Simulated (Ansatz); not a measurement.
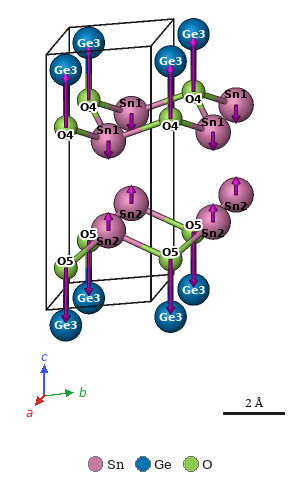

A relaxation of a crystal of Sn₂GeO₂ (a generated structure, set up in P-6m2) (coarse preliminary run). The starting structure is drawn; purple arrows show the displacements (the part carried along by the change of the cell is left out), 10 times their true length.

The picture is a ball-and-stick view of the cell of the calculation, repeated 2 × 2 × 1 with one cell outlined, seen slightly off an axis.

Computed with DFT PBE, scalar-relativistic, plane waves, PAW (Ansatz).

Input
```yaml
crystal:
  lattice:
    - [3.61931542, 0.0, 0.0]
    - [-1.80965771, 3.13441909, 0.0]
    - [0.0, 0.0, 8.66773906]
  atoms:
    - { symbol: Sn, position: [0.33333333, 0.66666667, 0.67605797] }
    - { symbol: Sn, position: [0.33333333, 0.66666667, 0.32394203] }
    - { symbol: Ge, position: [0.66666667, 0.33333333, 0.0] }
    - { symbol: O, position: [0.66666667, 0.33333333, 0.77504696] }
    - { symbol: O, position: [0.66666667, 0.33333333, 0.22495304] }
basis:
  ecutwfc: 420
kpoints:
  mp_grid: { grid: [6, 6, 2] }
hamiltonian:
  xc: pbe
scf:
  occupations: { method: gaussian, width: 0.1 }
  lower_state_search: "off"
output:
  forces: true
  stress: true
  eigenvalues: true
relax:
  adjacent_minimum: "off"
  f_tol: 0.04
  max_steps: 70
  cell: { stress_tol: 0.4 }
```

Run as
```bash
ansatz run input.yaml --threads 1 --pin off --max-ram 2560MiB --backend cpu --events-out ev --progress --plain --runs-dir out
```

Q: What did the optimiser do to the structure, and how much energy did it gain?

A: The largest moves relative to the cell, 0.19 Å, are those of O4 and O5. O4 goes along +c. By element the largest moves are O 0.19 Å, Sn 0.07 Å. Ge stays in place. The drawn cell changes as follows: a = b 3.619 → 3.229 Å (−10.8 %), c 8.668 → 10.529 Å (+21.5 %); the volume changes by −3.3 %. Some distances before and after: Ge3–O4 1.950 → 2.178 Å, Sn1–O4 2.259 → 2.271 Å. Bond angles that change, for instance: Sn2–O5–Sn2 106.5° → 90.6°, O5–Sn2–O5 106.5° → 90.6°, Sn2–O5–Ge3 112.3° → 124.8°. The space group stays P-6m2 (No. 187). Over 10 accepted moves (12 points after the start) the energy falls by 300 meV per atom. The largest force component goes from 0.61 to 0.004 eV/Å. The pressure goes from 8.60 to 0.01 GPa. At 2 points the geometry stayed and the basis and grid were re-selected for the new cell (energy shift of 18.9 meV per atom at most each time).

Limits of the set-up: layers or molecules are held without a dispersion correction, so their spacing is unreliable.
